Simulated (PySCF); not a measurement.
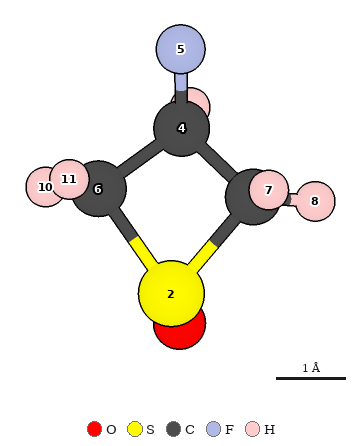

Fig. 1: The structure (ball-and-stick view, seen at a tilt; atoms are numbered from 1 in the order of the input). Bond lengths as drawn: C–C 1.52 Å, C–F 1.38 Å, C–H 1.08 to 1.09 Å, C–S 1.87 Å and O–S 1.45 Å.

NMR shielding calculation, with input and output: C$_{3}$H$_{5}$FOS

System: C$_{3}$H$_{5}$FOS.
Method: GIAO CAM-B3LYP/pcSseg-1 NMR shielding, non-relativistic, gas phase (PySCF 2.14.0).

The geometry comes from this level: GFN2-xTB. Figures and captions count atoms from 1; the log counts them from 0 in places.

Log:
```
coarse grid: 10160 points
cycle   1  E = -690.0995193872  dE =  1.265e+00  |g| = 1.023e+00  |ddm| = 3.114e+00
cycle   2  E = -689.6378665971  dE =  4.617e-01  |g| = 1.874e+00  |ddm| = 2.745e+00
cycle   3  E = -690.2890161520  dE = -6.511e-01  |g| = 1.868e-01  |ddm| = 2.032e+00
cycle   4  E = -690.2944396413  dE = -5.423e-03  |g| = 9.618e-02  |ddm| = 2.185e-01
cycle   5  E = -690.2959391029  dE = -1.499e-03  |g| = 1.336e-02  |ddm| = 6.670e-02
cycle   6  E = -690.2959698324  dE = -3.073e-05  |g| = 5.701e-03  |ddm| = 1.521e-02
cycle   7  E = -690.2959771429  dE = -7.311e-06  |g| = 1.036e-03  |ddm| = 4.948e-03
final grid: 95048 points
cycle   8  E = -690.3574325919  dE = -1.910e-05  |g| = 5.232e-03  |ddm| = 1.193e-02
cycle   9  E = -690.3574285356  dE =  4.056e-06  |g| = 7.170e-03  |ddm| = 8.049e-03
cycle  10  E = -690.3574378883  dE = -9.353e-06  |g| = 7.561e-04  |ddm| = 5.144e-03
cycle  11  E = -690.3574379803  dE = -9.198e-08  |g| = 2.452e-04  |ddm| = 7.533e-04
cycle  12  E = -690.3574379907  dE = -1.046e-08  |g| = 7.283e-05  |ddm| = 2.817e-04
cycle  13  E = -690.3574379918  dE = -1.023e-09  |g| = 1.991e-05  |ddm| = 7.326e-05
cycle  14  E = -690.3574379919  dE = -1.191e-10  |g| = 5.014e-06  |ddm| = 3.897e-05
```

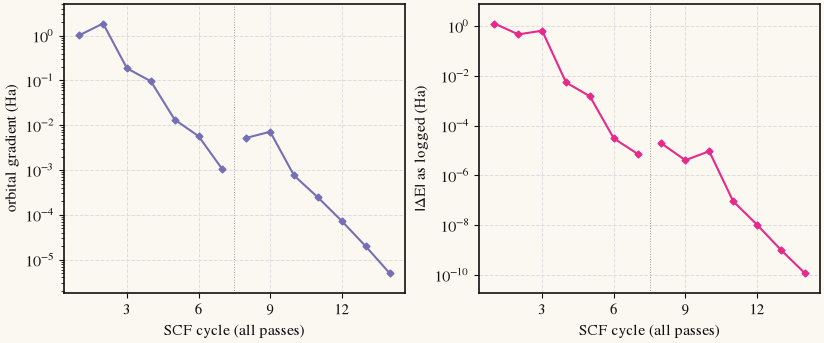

Fig. 2: Convergence of the self-consistent field: orbital gradient and size of the energy change against the SCF cycle. The dotted line marks the change from a coarse to the final integration grid. The first 7 cycles use a coarse grid, the final grid takes over at cycle 8, and the field converges after 14 cycles in all.

```
converged SCF energy = -690.3574379919

GIAO shielding tensors (ppm)
atom      isotropic    diamagn.    paramagn.     s11        s22        s33       span
  0 O      278.398     397.051    -118.653     12.684    303.580    518.929    506.245
  1 S      161.457    1051.209    -889.751    -74.725     69.736    489.361    564.087
  2 C      122.391     255.129    -132.738     85.831    116.976    164.367     78.536
  3 C       92.792     243.047    -150.256     61.527     76.143    140.704     79.177
  4 F      345.374     472.427    -127.053    273.251    375.661    387.212    113.961
  5 C      122.361     255.118    -132.758     85.786    116.952    164.344     78.559
  6 H       28.728      30.500      -1.772     26.504     28.352     31.329      4.825
  7 H       28.510      30.037      -1.527     26.276     26.836     32.418      6.142
  8 H       25.420      29.915      -4.495     22.030     25.999     28.229      6.199
  9 H       28.508      30.035      -1.527     26.275     26.833     32.416      6.142
 10 H       28.727      30.499      -1.772     26.503     28.352     31.326      4.824
```

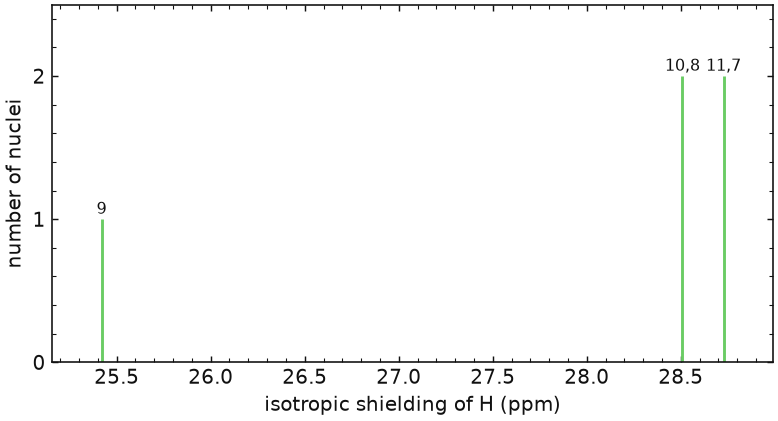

Fig. 3: Isotropic shieldings of the hydrogen nuclei in this fixed geometry, labelled by atom number; shielding grows to the right, so chemical shift grows to the left. The least shielded is H9 (25.4 ppm), the most shielded H7 (28.7 ppm).

The run was set up as follows.

Input file:
```
{"job": {"kind": "nmr", "xc": "CAM-B3LYP", "basis": "pcSseg-1", "pop": false}, "charge": 0, "multiplicity": 1}
O      2.177987    -0.977361    -0.251625
S      1.327219    -0.382598     0.767554
C      0.449851     1.074085    -0.013230
C     -0.676655     0.172415    -0.496161
F     -1.927835     0.732205    -0.361583
C     -0.418941    -0.981939     0.461155
H      0.118753     1.757947     0.763154
H      1.022549     1.594113    -0.773701
H     -0.577776    -0.111775    -1.547980
H     -0.489482    -1.984259     0.052170
H     -1.000247    -0.890161     1.374285
```

The first line tells a small driver script what to run in PySCF; the rest is the geometry in Å.

Run as:
```bash
OMP_NUM_THREADS=1 python <driver script> task.json out
```

Key numbers:

| quantity | value |
| --- | --- |
| outcome | converged |
| total energy | −690.357438 hartree |
| HOMO | −8.25 eV |
| LUMO | 1.21 eV |
| dipole moment | 2.10 D |
| isotropic shielding, O | 278.4 ppm |
| isotropic shielding, S | 161.5 ppm |
| isotropic shielding, C | 92.8 to 122.4 ppm |
| isotropic shielding, F | 345.4 ppm |
| isotropic shielding, H | 25.4 to 28.7 ppm |
| hardware | 1 CPU thread, shared host |
| wall time | 16 s |
| peak memory | 0.69 GiB |

Remarks:

Settings chosen away from the usual ones: CAM-B3LYP/pcSseg-1.
